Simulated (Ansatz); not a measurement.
## Nudged elastic band, with input and output: AlPN$_{2}$H$_{8}$O

System: AlPN$_{2}$H$_{8}$O.
Method: RKS B3LYP/6-31G* (Ansatz 0.2.0).

One setting was made poor on purpose. It belongs to a series of runs on one base structure; here: band between the two ends.

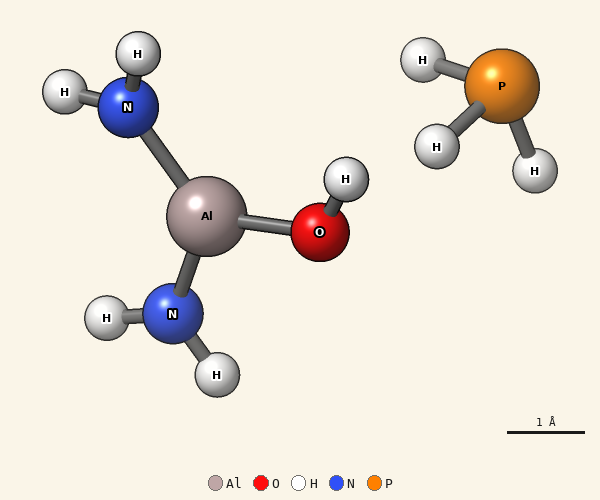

The input geometry (ball-and-stick view, seen at a tilt). Sticks mark near contacts. Bond lengths as drawn: Al–N 1.78 Å, Al–O 1.72 Å, H–N 1.01 Å, H–O 0.96 Å and H–P 1.42 Å.

Input:
```yaml
crystal:
  periodic: [false, false, false]
  atoms:
    - { symbol: Al, position_ang: [-0.008963, -0.459078, -0.187714] }
    - { symbol: O, position_ang: [-0.000303, -0.416233, 1.532438] }
    - { symbol: H, position_ang: [-0.819676, -0.299424, 2.026681] }
    - { symbol: "N", position_ang: [1.576932, -0.506688, -0.985165] }
    - { symbol: H, position_ang: [1.740059, -0.602309, -1.978307] }
    - { symbol: H, position_ang: [2.454169, -0.483817, -0.481882] }
    - { symbol: "N", position_ang: [-1.525121, -0.43206, -1.124004] }
    - { symbol: H, position_ang: [-2.457263, -0.517378, -0.740976] }
    - { symbol: H, position_ang: [-1.571445, -0.363449, -2.132569] }
    - { symbol: P, position_ang: [-0.01057, 3.520692, 2.038251] }
    - { symbol: H, position_ang: [1.393195, 3.73091, 2.155252] }
    - { symbol: H, position_ang: [-0.025815, 3.822169, 0.645858] }
    - { symbol: H, position_ang: [0.123601, 2.118065, 1.828736] }
basis:
  gaussian: { orbitals: "6-31G*" }
hamiltonian:
  xc: b3lyp
neb:
  order_check: false
  images: 5
  f_tol: 0.5
  max_iterations: 60
  final_atoms:
    - { symbol: Al, position_ang: [0.1752553, 0.70560706, 0.06845228] }
    - { symbol: O, position_ang: [-0.26012384, -0.37222734, 1.76385776] }
    - { symbol: H, position_ang: [-1.09615725, -0.60770593, 1.25202221] }
    - { symbol: "N", position_ang: [1.65119153, 0.09084228, -0.74817946] }
    - { symbol: H, position_ang: [1.73674775, -0.81831139, -1.18676918] }
    - { symbol: H, position_ang: [2.57109999, 0.48873544, -0.60574486] }
    - { symbol: "N", position_ang: [-1.45723203, -0.00874083, -0.4863713] }
    - { symbol: H, position_ang: [-1.47303728, -0.61519828, -1.30275036] }
    - { symbol: H, position_ang: [-2.25110165, 0.62161541, -0.56990544] }
    - { symbol: P, position_ang: [0.08844982, 2.91178038, 0.94332143] }
    - { symbol: H, position_ang: [1.47988301, 2.99703723, 1.25183925] }
    - { symbol: H, position_ang: [0.22677521, 3.56045908, -0.31892986] }
    - { symbol: H, position_ang: [-0.52295057, 0.1575069, 2.53575653] }
  initial_path:
    images:
      - { positions_ang: [[-0.008963, -0.459078, -0.187714], [-0.000303, -0.416233, 1.532438], [-0.819676, -0.299424, 2.026681], [1.576932, -0.506688, -0.985165], [1.740059, -0.602309, -1.978307], [2.454169, -0.483817, -0.481882], [-1.525121, -0.43206, -1.124004], [-2.457263, -0.517378, -0.740976], [-1.571445, -0.363449, -2.132569], [-0.01057, 3.520692, 2.038251], [1.393195, 3.73091, 2.155252], [-0.025815, 3.822169, 0.645858], [0.123601, 2.118065, 1.828736]] }
      - { positions_ang: [[-0.00048142, -0.30871271, -0.11684801], [-0.00475002, -0.2543791, 1.73938109], [-0.85384177, -0.27219866, 2.18051781], [1.61538081, -0.34100497, -0.96079844], [1.88676097, -0.71039838, -1.69348609], [2.34598681, -0.02041612, -0.72710793], [-1.56080044, -0.31337801, -1.06823915], [-2.40030038, -0.64541393, -0.77308743], [-1.67702393, -0.00500018, -1.96105621], [0.01727233, 3.16957906, 1.6087966], [1.13348858, 3.34248682, 2.12319046], [0.27676914, 3.61722148, 0.37970082], [0.09033931, 1.85301469, 1.86563547]] }
      - { positions_ang: [[0.00800016, -0.15834743, -0.04598202], [-0.00919704, -0.09252519, 1.94632418], [-0.88800754, -0.24497332, 2.33435461], [1.65382963, -0.17532194, -0.93643188], [2.03346294, -0.81848775, -1.40866517], [2.23780462, 0.44298476, -0.97233385], [-1.59647988, -0.19469602, -1.0124743], [-2.34333775, -0.77344986, -0.80519887], [-1.78260285, 0.35344864, -1.78954343], [0.04511465, 2.81846612, 1.17934221], [0.87378217, 2.95406364, 2.09112893], [0.57935328, 3.41227397, 0.11354365], [0.05707761, 1.58796439, 1.90253495]] }
      - { positions_ang: [[0.01648174, -0.00798214, 0.02488396], [-0.01364406, 0.06932871, 2.15326726], [-0.92217331, -0.21774798, 2.48819142], [1.69227844, -0.00963891, -0.91206532], [2.18016491, -0.92657713, -1.12384426], [2.12962243, 0.90638564, -1.21755978], [-1.63215932, -0.07601402, -0.95670945], [-2.28637513, -0.90148579, -0.8373103], [-1.88818178, 0.71189746, -1.61803064], [0.07295698, 2.46735318, 0.74988781], [0.61407575, 2.56564046, 2.05906739], [0.88193743, 3.20732645, -0.15261353], [0.02381592, 1.32291408, 1.93943442]] }
      - { positions_ang: [[0.06940626, 0.22988093, 0.03940674], [-0.09580399, -0.07785664, 2.0234641], [-0.98016796, -0.34773397, 2.07613502], [1.67858281, 0.02385482, -0.8574367], [2.03235919, -0.89048855, -1.14481923], [2.27678162, 0.76716891, -1.01362147], [-1.57385022, -0.05358962, -0.79993007], [-2.01526252, -0.80605662, -0.99245699], [-2.00915507, 0.68180344, -1.26865558], [0.07812126, 2.61549558, 0.81436568], [0.90267817, 2.70943938, 1.78999135], [0.66355002, 3.32503733, -0.20805231], [-0.15843958, 0.93444502, 2.13820846]] }
      - { positions_ang: [[0.12233078, 0.46774399, 0.05392951], [-0.17796391, -0.22504199, 1.89366093], [-1.0381626, -0.47771995, 1.66407862], [1.66488717, 0.05734855, -0.80280808], [1.88455347, -0.85439997, -1.16579421], [2.4239408, 0.62795217, -0.80968317], [-1.51554112, -0.03116523, -0.64315068], [-1.7441499, -0.71062745, -1.14760367], [-2.13012836, 0.65170942, -0.91928051], [0.08328554, 2.76363798, 0.87884356], [1.19128059, 2.85323831, 1.5209153], [0.44516262, 3.4427482, -0.26349108], [-0.34069508, 0.54597596, 2.3369825]] }
      - { positions_ang: [[0.1752553, 0.70560706, 0.06845228], [-0.26012384, -0.37222734, 1.76385776], [-1.09615725, -0.60770593, 1.25202221], [1.65119153, 0.09084228, -0.74817946], [1.73674775, -0.81831139, -1.18676918], [2.57109999, 0.48873544, -0.60574486], [-1.45723203, -0.00874083, -0.4863713], [-1.47303728, -0.61519828, -1.30275036], [-2.25110165, 0.62161541, -0.56990544], [0.08844982, 2.91178038, 0.94332143], [1.47988301, 2.99703723, 1.25183925], [0.22677521, 3.56045908, -0.31892986], [-0.52295057, 0.1575069, 2.53575653]] }
```

Machine: 2 threads of Arm Neoverse V2, 24 GiB of memory available, shared host.

Run as:
```bash
ansatz run input.yaml --threads 2 --pin off --max-ram 3072MiB --backend cpu --events-out ev --progress --plain --runs-dir out
```

The program's output:
```
Engine: ansatz 0.2.0, aarch64-unknown-linux-gnu
Functional definition: B3LYP
  parameter a0 = 0.2
  parameter ax = 0.72
  parameter ac = 0.81
  exchange = (1 - a0 - ax)*slater_x + ax*b88_x + a0*exact_x
  correlation = (1 - ac)*vwn_rpa_c + ac*lyp_c
1073 factors; integrals over basis functions are off by at most 4.6e-4 eV
mean field evaluation 1: about -21028.6062 eV, gradient 9.6e1 eV
mean field evaluation 2: about -21004.7195 eV, gradient 1.4e2 eV
mean field evaluation 4: about -21045.7828 eV, gradient 8.2e0 eV
mean field evaluation 8: about -21045.9231 eV, gradient 4.5e-2 eV
mean field -21045.92313263 eV, -773.4234096852 hartree, gradient 2.4e-5 eV, S^2 0.000000; 0 other end points of the search recorded, 0 dependent functions left out
the calculation of the forces begins
reference -21045.92344166 eV, -773.4234210417 hartree; 29, 29 occupied and 70, 70 virtual orbitals, 1073 factors
1073 factors; integrals over basis functions are off by at most 4.9e-4 eV
mean field evaluation 16: about -21030.4341 eV, gradient 8.9e1 eV
mean field -21045.68382426 eV, -773.4146152645 hartree, gradient 9.3e-6 eV, S^2 0.000000; 0 other end points of the search recorded, 0 dependent functions left out
[... from here on the field's lines of each further geometry are left out, up to the last ...]
NEB iter   1: max|band force component| = 1.563e1 eV/Å  barrier→ = 5.2555 eV  barrier← = 5.0162 eV  Δτ_max = 0.2000 Å  (188 SCF iters)
NEB iter   2: max|band force component| = 3.333e0 eV/Å  barrier→ = 2.3144 eV  barrier← = 2.0751 eV  Δτ_max = 0.2000 Å  (143 SCF iters)
NEB iter   3: max|band force component| = 9.774e-1 eV/Å  barrier→ = 1.5646 eV  barrier← = 1.3253 eV  Δτ_max = 0.1993 Å  (147 SCF iters)
NEB iter   4: max|band force component| = 5.311e-1 eV/Å  barrier→ = 1.3372 eV  barrier← = 1.0978 eV  Δτ_max = 0.1952 Å  (139 SCF iters)
NEB iter   5: max|band force component| = 6.847e-1 eV/Å  barrier→ = 1.1131 eV  barrier← = 0.8738 eV  CI = image 3  Δτ_max = 0.1979 Å  (136 SCF iters)
NEB iter   6: max|band force component| = 5.661e-1 eV/Å  barrier→ = 1.3104 eV  barrier← = 1.0711 eV  CI = image 3  Δτ_max = 0.2000 Å  (140 SCF iters)
NEB iter   7: max|band force component| = 5.973e-1 eV/Å  barrier→ = 1.4657 eV  barrier← = 1.2264 eV  CI = image 3  Δτ_max = 0.1001 Å  (139 SCF iters)
the calculation of the forces begins
reference -21045.61589850 eV, -773.4121190390 hartree; 29, 29 occupied and 70, 70 virtual orbitals, 1073 factors
1073 factors; integrals over basis functions are off by at most 6.4e-4 eV
mean field evaluation 448: about -21044.5149 eV, gradient 1.7e-5 eV
mean field -21044.51491550 eV, -773.3716586601 hartree, gradient 1.2e-5 eV, S^2 0.000000; 1 other end points of the search recorded, 0 dependent functions left out
the calculation of the forces begins
reference -21044.51519561 eV, -773.3716689540 hartree; 29, 29 occupied and 70, 70 virtual orbitals, 1073 factors
NEB iter   8: max|band force component| = 4.157e-1 eV/Å  barrier→ = 1.4082 eV  barrier← = 1.1689 eV  CI = image 3  Δτ_max = 0.0000 Å  (285 SCF iters)
```

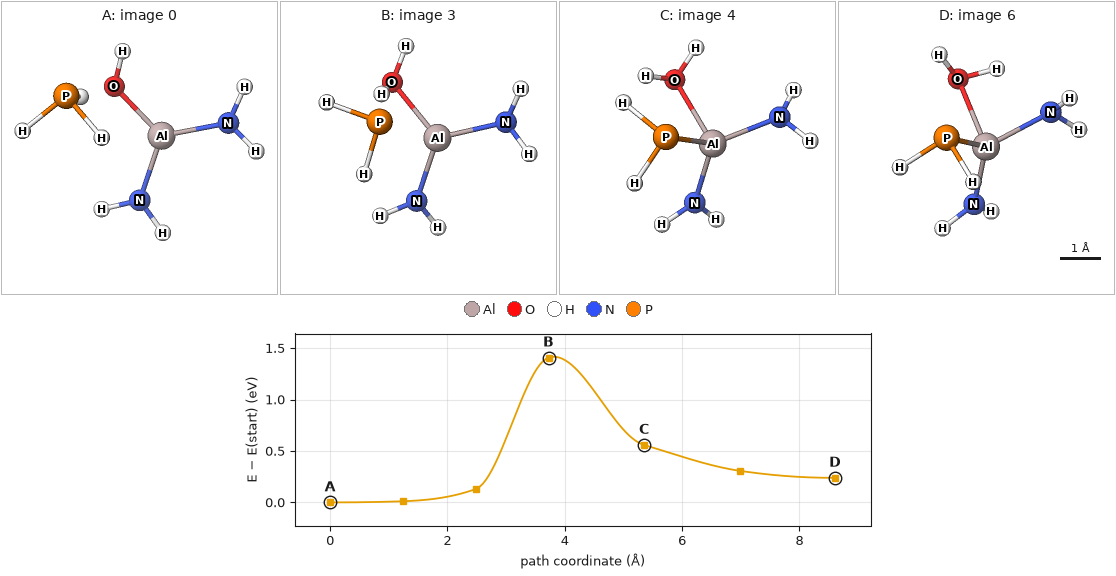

Images of the last band (counted from 0; ball-and-stick, seen at a tilt) above the energy along the path; the line is a cubic interpolation that uses the forces. The highest image is number 3, 1.408 eV above the start and 1.169 eV above the end (the climbing image); the end lies 0.239 eV above the start. The path is 8.61 Å long. The band converged in 8 iterations.

```
Total energy: -21044.51519561 eV, -773.3716689540 hartree
Atom 0 at    -0.018465     0.162363    -0.034929 Å, force     0.011765    -0.160623     0.107764 eV/Å
Atom 1 at     0.073546    -0.034959     1.808190 Å, force    -0.066782    -0.392125    -0.104945 eV/Å
Atom 2 at    -0.712664    -0.326453     2.306024 Å, force     0.041546    -0.022536    -0.105400 eV/Å
Atom 3 at     1.556420     0.030637    -0.867841 Å, force    -0.104326     0.154831     0.083209 eV/Å
Atom 4 at     1.795504    -0.557979    -1.656840 Å, force    -0.074676     0.052560     0.064906 eV/Å
Atom 5 at     2.333357     0.632058    -0.617588 Å, force     0.013463    -0.126046    -0.070518 eV/Å
Atom 6 at    -1.555178    -0.299425    -0.833077 Å, force     0.403379     0.049109    -0.024726 eV/Å
Atom 7 at    -2.490323    -0.186787    -0.461924 Å, force     0.014785    -0.003818    -0.067745 eV/Å
Atom 8 at    -1.553932    -0.194247    -1.844666 Å, force    -0.250997    -0.041549     0.091059 eV/Å
Atom 9 at    -0.157969     2.814973     0.899065 Å, force     0.112806    -0.062223    -0.020254 eV/Å
Atom 10 at     0.533493     3.071642     2.126728 Å, force    -0.045087     0.014120    -0.037199 eV/Å
Atom 11 at     1.065221     2.811114     0.164352 Å, force     0.051045     0.105091    -0.050009 eV/Å
Atom 12 at    -0.000213     1.188462     1.609105 Å, force    -0.106922     0.433210     0.133859 eV/Å
Dipole moment:    -0.125710    -0.371474     0.001054 e Å
this run last wrote the band of iteration 8 to [file]
```

The last band as extended XYZ (Å, eV, eV/Å):
```
13
Properties=species:S:1:pos:R:3:forces:R:3 image=0 energy=-21045.92313
Al   -0.0090   -0.4591   -0.1877    0.0030  -0.0010   0.0011
O    -0.0003   -0.4162    1.5324   -0.0061   0.0014  -0.0056
H    -0.8197   -0.2994    2.0267    0.0020  -0.0005   0.0065
N     1.5769   -0.5067   -0.9852   -0.0003   0.0000  -0.0024
H     1.7401   -0.6023   -1.9783    0.0007   0.0003   0.0039
H     2.4542   -0.4838   -0.4819   -0.0006   0.0003  -0.0016
N    -1.5251   -0.4321   -1.1240    0.0042  -0.0002   0.0045
H    -2.4573   -0.5174   -0.7410   -0.0029  -0.0010   0.0026
H    -1.5714   -0.3634   -2.1326   -0.0005   0.0009  -0.0092
P    -0.0106    3.5207    2.0383    0.0058   0.0024  -0.0040
H     1.3932    3.7309    2.1553   -0.0055  -0.0059   0.0002
H    -0.0258    3.8222    0.6459   -0.0033   0.0030  -0.0002
H     0.1236    2.1181    1.8287    0.0034   0.0003   0.0042
13
Properties=species:S:1:pos:R:3:forces:R:3 image=1 energy=-21045.91181
Al   -0.0371   -0.4053   -0.0828    0.0141  -0.0027  -0.0068
O    -0.0385   -0.5948    1.6294   -0.0247   0.0212  -0.0347
H    -0.8559   -0.4331    2.1158    0.0131  -0.0157   0.0185
N     1.5414   -0.2070   -0.8756   -0.1060  -0.0164   0.0802
H     1.7139   -0.3127   -1.8653    0.0561   0.0109  -0.0228
H     2.4070   -0.1057   -0.3622    0.0309  -0.0104  -0.0438
N    -1.5551   -0.3655   -1.0174    0.0434   0.0009   0.0103
H    -2.4583   -0.6797   -0.6896   -0.0253  -0.0095   0.0081
H    -1.6213   -0.0620   -1.9802   -0.0050  -0.0010  -0.0218
P     0.0113    3.4202    1.5940   -0.0082   0.0002   0.0155
H     1.3293    3.5190    2.1234    0.0104   0.0084  -0.0068
H     0.4648    3.3325    0.2473    0.0037   0.0130  -0.0069
H    -0.0326    2.0055    1.7597   -0.0025   0.0011   0.0108
13
Properties=species:S:1:pos:R:3:forces:R:3 image=2 energy=-21045.79231
Al    0.0018   -0.2880   -0.0205    0.0096  -0.0150  -0.3548
O     0.0543   -0.4817    1.6761    0.0276  -0.1462   0.3987
H    -0.7429   -0.3720    2.2084    0.0159  -0.0507  -0.0027
N     1.5245   -0.0058   -0.9060   -0.0866  -0.0837   0.1373
H     1.7113   -0.4141   -1.8161    0.1566   0.1655   0.1329
H     2.3773    0.2317   -0.4075   -0.0300  -0.1642  -0.2406
N    -1.5450   -0.2887   -0.8948   -0.0937   0.0044  -0.1191
H    -2.4661   -0.4223   -0.4964    0.0486  -0.0582  -0.0322
H    -1.6199   -0.0363   -1.8735   -0.0406   0.0141   0.0484
P    -0.0715    3.1226    1.1327    0.0911   0.2275   0.1557
H     0.8273    3.4461    2.1941   -0.0362   0.0771  -0.0610
H     0.9862    2.8461    0.2168   -0.0735  -0.0574   0.0235
H    -0.1685    1.7737    1.5834    0.0112   0.0867  -0.0862
13
Properties=species:S:1:pos:R:3:forces:R:3 image=3 energy=-21044.51491
Al   -0.0185    0.1624   -0.0349    0.0118  -0.1606   0.1078
O     0.0735   -0.0350    1.8082   -0.0668  -0.3921  -0.1049
H    -0.7127   -0.3265    2.3060    0.0415  -0.0225  -0.1054
N     1.5564    0.0306   -0.8678   -0.1043   0.1548   0.0832
H     1.7955   -0.5580   -1.6568   -0.0747   0.0526   0.0649
H     2.3334    0.6321   -0.6176    0.0135  -0.1260  -0.0705
N    -1.5552   -0.2994   -0.8331    0.4034   0.0491  -0.0247
H    -2.4903   -0.1868   -0.4619    0.0148  -0.0038  -0.0677
H    -1.5539   -0.1942   -1.8447   -0.2510  -0.0415   0.0911
P    -0.1580    2.8150    0.8991    0.1128  -0.0622  -0.0203
H     0.5335    3.0716    2.1267   -0.0451   0.0141  -0.0372
H     1.0652    2.8111    0.1644    0.0510   0.1051  -0.0500
H    -0.0002    1.1885    1.6091   -0.1069   0.4332   0.1339
13
Properties=species:S:1:pos:R:3:forces:R:3 image=4 energy=-21045.36421
Al   -0.0151    0.6316   -0.1441    0.0410   0.0551  -0.1461
O    -0.0991   -0.0781    1.7661    0.0428   0.0354  -0.0116
H    -1.0070   -0.3050    2.0307   -0.0873   0.0183   0.0226
N     1.5378    0.1369   -0.9076   -0.1305   0.0014  -0.0096
H     1.6648   -0.6617   -1.5187   -0.0373  -0.0036   0.0641
H     2.4055    0.6472   -0.8130    0.0656   0.0383  -0.0305
N    -1.6041   -0.0488   -0.7191    0.2377   0.1680   0.0490
H    -2.0639   -0.8749   -0.3660   -0.0360  -0.2001   0.0398
H    -1.8560    0.0633   -1.6952   -0.0791   0.0364   0.0112
P     0.0207    2.9503    0.5620   -0.0108  -0.0522  -0.0640
H     0.3638    2.7429    1.9479   -0.0398   0.0129  -0.0335
H     1.3789    3.1744    0.1958    0.0685   0.0283   0.0179
H     0.1424    0.7334    2.2576   -0.0349  -0.1384   0.0907
13
Properties=species:S:1:pos:R:3:forces:R:3 image=5 energy=-21045.61562
Al    0.0826    0.7051   -0.0694   -0.0239   0.0748   0.0747
O    -0.2099   -0.1772    1.7566    0.2308  -0.0947   0.0031
H    -1.1590   -0.3297    1.5317   -0.1448   0.0202  -0.0580
N     1.5850    0.1308   -0.8661   -0.0643  -0.0498  -0.0237
H     1.6730   -0.7114   -1.4213   -0.0136  -0.0181   0.0005
H     2.4921    0.5592   -0.7441    0.0734   0.0344   0.0141
N    -1.5466   -0.0783   -0.4792    0.1676   0.0207   0.1344
H    -1.5269   -1.0045   -0.8962   -0.0637  -0.0538  -0.1099
H    -2.2305    0.4724   -0.9869   -0.0772   0.0221  -0.0077
P    -0.0248    2.9846    0.6275    0.0378  -0.0439  -0.0067
H     0.8144    2.7802    1.7750   -0.0314   0.0326  -0.0603
H     1.0604    3.4172   -0.1904   -0.0049   0.0205   0.0120
H    -0.1411    0.3629    2.5593   -0.0857   0.0351   0.0276
13
Properties=species:S:1:pos:R:3:forces:R:3 image=6 energy=-21045.68382
Al    0.1753    0.7056    0.0685   -0.0006  -0.0025   0.0007
O    -0.2601   -0.3722    1.7639   -0.0043  -0.0025  -0.0074
H    -1.0962   -0.6077    1.2520    0.0047   0.0017   0.0099
N     1.6512    0.0908   -0.7482   -0.0046   0.0114   0.0064
H     1.7367   -0.8183   -1.1868    0.0020  -0.0092  -0.0039
H     2.5711    0.4887   -0.6057    0.0033  -0.0011  -0.0013
N    -1.4572   -0.0087   -0.4864    0.0004   0.0025  -0.0023
H    -1.4730   -0.6152   -1.3028    0.0010   0.0012   0.0005
H    -2.2511    0.6216   -0.5699    0.0005  -0.0013   0.0005
P     0.0885    2.9118    0.9433    0.0122   0.0030  -0.0063
H     1.4799    2.9970    1.2518   -0.0105   0.0002  -0.0053
H     0.2268    3.5605   -0.3189   -0.0014  -0.0027   0.0098
H    -0.5230    0.1575    2.5358   -0.0027  -0.0007  -0.0014
```

Key numbers:

```tsv
quantity	value
outcome	converged
barrier, forward	1.408 eV
barrier, backward	1.169 eV
wall time	2 min (CPU time 3.9 min)
peak memory	0.22 GiB
```

Notes:

A deliberately poor setting: loose force. The order of the saddle point was not checked.
